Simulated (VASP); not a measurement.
Band structure of Al (fcc). Calculation: PBEsol GGA, VASP's PBE PAW potentials (set 64) (plane waves; VASP 6.6.1).

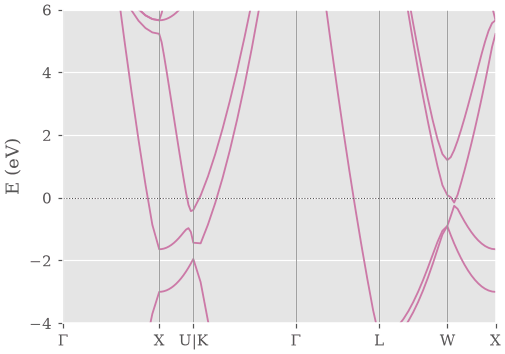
Figure. Bands along high-symmetry lines, zero at the valence-band maximum or, without a gap, the Fermi level

### Question
Read the plot: is there a gap, and where are the band edges?

### Answer
It has no gap at this level: it comes out as a metal or semimetal. (Edges off the drawn lines would not show.)

The compound is Al in the fcc structure. It was relaxed first.
